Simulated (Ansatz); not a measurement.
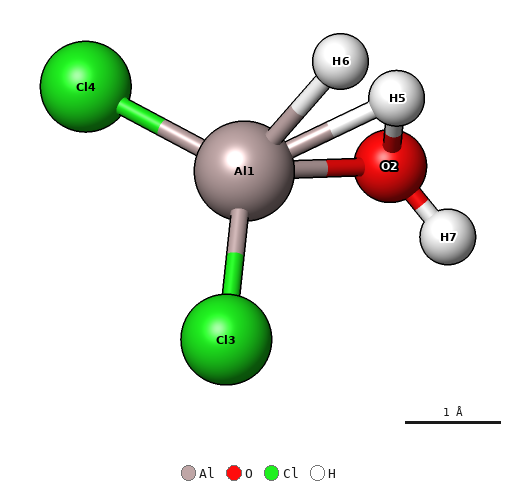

**Figure 1.** The input geometry (ball-and-stick view, seen at a tilt; atoms are numbered from 1 in the order of the input). Sticks mark near contacts.

# Geometry relaxation of AlH3Cl2O

The run: geometry relaxation of AlH3Cl2O. Method and program: RKS SPW92 (LDA)/def2-SVP (Ansatz 0.2.0).

The input
```yaml
crystal:
  periodic: [false, false, false]
  atoms:
    - {symbol: Al, position_ang: [-0.552732, -0.322850, -0.109040]}
    - {symbol: O, position_ang: [0.749157, 0.937029, -0.308799]}
    - {symbol: Cl, position_ang: [0.023720, -2.193292, -0.844985]}
    - {symbol: Cl, position_ang: [-2.510492, 0.344411, -0.338261]}
    - {symbol: H, position_ang: [0.659162, 0.544417, 0.859497]}
    - {symbol: H, position_ang: [0.054050, -0.055035, 1.502503]}
    - {symbol: H, position_ang: [1.577136, 0.745319, -0.760814]}
basis:
  gaussian: {orbitals: def2-SVP}
hamiltonian: {xc: lda}
relax: {f_tol: 0.03, max_steps: 60, escape_saddle: true}
```

Launched with:
```bash
ansatz run in.yaml --threads 3 --pin off --events-out ev --progress --plain --max-ram 6092MiB
```

Log
```
Error: invalid value for `relax.escape_saddle`: a Gaussian basis doesn't support `true`; leave it out, and run phonons on the result
```

Outcome

| quantity | value |
| --- | --- |
| outcome | refused by the program |
| hardware | 3 CPU threads, shared host |

Diagnosis

The program refused the input: “invalid value for `relax.escape_saddle`: a Gaussian basis doesn't support `true`; leave it out, and run phonons on the result”
